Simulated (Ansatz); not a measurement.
# N2H3 (hydrazinyl radical) at U-r2SCAN0/STO-3G

Aim: the energy change on altering one bond length of N2H3 (hydrazinyl radical) at U-r2SCAN0/STO-3G, from 2 runs. 

The calculation is run with Ansatz 0.2.0.

30 further runs of the same task are left out: 30 set aside as unsound or not needed.

## 1. The system as given

N2H3 has 5 atoms, charge 0, and is taken as a doublet. As SMILES, `[NH]N`. Geometry: relaxed at PBE0-D4/def2-TZVP. This is one conformer, not always the lowest.

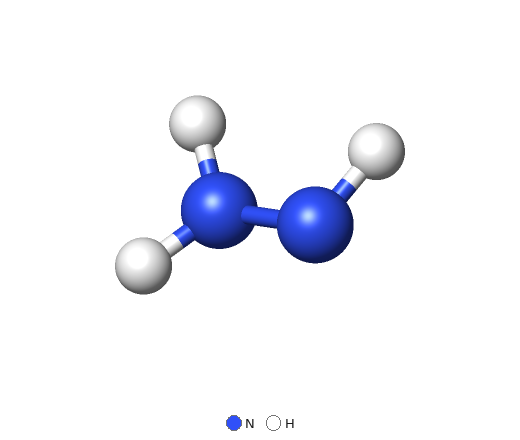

Viewed from a chosen angle; nitrogen blue, hydrogen white.

## 2. The energy at U-r2SCAN0/STO-3G

File run.yaml:

```yaml
crystal:
  periodic: [false, false, false]
  atoms:
    - symbol: "N"
      position_ang: [-0.187600, -0.818050, 0.454040]
    - symbol: "N"
      position_ang: [-0.128660, 0.235610, -0.368450]
    - symbol: H
      position_ang: [0.759840, -0.951450, 0.811270]
    - symbol: H
      position_ang: [-1.030950, 0.592300, -0.640030]
    - symbol: H
      position_ang: [0.587360, 0.941580, -0.256830]
basis:
  gaussian: {orbitals: STO-3G}
hamiltonian: {xc: {name: r2SCAN0}}
accuracy: high
magnetization: {spin_polarized: true, initial_magnetization: 1}
```

On the command line:

```bash
$ ansatz run run.yaml --threads 1 --pin off --max-ram 3480MiB --events-out events.jsonl --progress --plain --runs-dir runs
```

What it wrote:

```text
Warning: RAYON_NUM_THREADS=1 ignored (pool sized by the plan → 1); use --threads N
Functional definition: r2SCAN0
  name "r2SCAN0"
  parameter a = 0.25
  parameter k0 = 0.174
  parameter k1 = 0.065
  parameter a1 = 4.9479
  exchange = (1 - a)*r2scan_x(k0 = k0, k1 = k1, a1 = a1) + a*exact_x
  correlation = r2scan_c
209 factors; integrals over basis functions are off by at most 1.2e-8 eV
mean field evaluation 1: about -2983.9349 eV, gradient 1.1e1 eV
mean field evaluation 2: about -2984.2676 eV, gradient 1.1e1 eV
mean field evaluation 4: about -2984.8985 eV, gradient 6.2e-1 eV
mean field evaluation 8: about -2984.9027 eV, gradient 6.8e-3 eV
mean field evaluation 16: about -2984.9027 eV, gradient 1.3e-6 eV
mean field -2984.90266618 eV, -109.6931497423 hartree, gradient 7.9e-9 eV, S^2 0.752015; 0 other end points of the search recorded, 0 dependent functions left out
reference -2984.90266672 eV, -109.6931497623 hartree; 9, 8 occupied and 4, 5 virtual orbitals, 209 factors
Total energy: -2984.90266672 eV, -109.6931497623 hartree
```

Wall time 2.9 s (1 thread of Arm Neoverse V1, shared host); peak memory 0.18 GiB.

## 3. The distorted shape at the same level

File input.yaml:

```yaml
crystal:
  periodic: [false, false, false]
  atoms:
    - {symbol: "N", position_ang: [-0.424438, -0.784703, 0.364741]}
    - {symbol: N, position_ang: [-0.365498, 0.268957, -0.457749]}
    - {symbol: H, position_ang: [0.759840, -0.951450, 0.811270]}
    - {symbol: H, position_ang: [-1.267788, 0.625647, -0.729329]}
    - {symbol: H, position_ang: [0.350522, 0.974927, -0.346129]}
basis:
  gaussian: {orbitals: STO-3G}
total_charge: 0
magnetization: {spin_polarized: true, initial_magnetization: 1}
hamiltonian: {xc: {name: r2SCAN0}}
accuracy: high
```

On the command line:

```bash
$ ansatz run input.yaml --threads 1 --pin off --max-ram 3480MiB --events-out events.jsonl --progress --plain --runs-dir runs
```

What it wrote, shortened:

```text
Warning: RAYON_NUM_THREADS=1 ignored (pool sized by the plan → 1); use --threads N
[... 8 set-up lines as earlier in the session ...]
209 factors; integrals over basis functions are off by at most 1.4e-8 eV
mean field evaluation 1: about -2983.4882 eV, gradient 1.0e1 eV
mean field evaluation 2: about -2983.6441 eV, gradient 1.1e1 eV
mean field evaluation 4: about -2984.3334 eV, gradient 5.1e-1 eV
mean field evaluation 8: about -2984.3261 eV, gradient 3.1e-2 eV
mean field evaluation 16: about -2984.3261 eV, gradient 7.5e-6 eV
mean field -2984.32611167 eV, -109.6719617549 hartree, gradient 3.0e-8 eV, S^2 0.754183; 0 other end points of the search recorded, 0 dependent functions left out
reference -2984.32611223 eV, -109.6719617754 hartree; 9, 8 occupied and 4, 5 virtual orbitals, 209 factors
Total energy: -2984.32611223 eV, -109.6719617754 hartree
```

It took 2.9 s on 1 thread of Arm Neoverse V1, shared host; peak memory 0.18 GiB.

## 4. What came out

At U-r2SCAN0/STO-3G:

| quantity | value |
| --- | --- |
| first shape: total energy | -109.69315 Eh |
| first shape: ⟨S²⟩ | 0.752 |
| distorted shape: total energy | -109.67196 Eh |
| distorted shape: ⟨S²⟩ | 0.754 |
| energy change with the N1–H3 bond stretched from 1.021 to 1.277 Å | 0.577 eV |

In words: With the N1–H3 bond stretched from 1.021 to 1.277 Å the energy rises by 0.58 eV (13.3 kcal/mol). The first shape isn't relaxed at this level, so the change isn't measured from a minimum. The minimal basis adds a large error of its own.
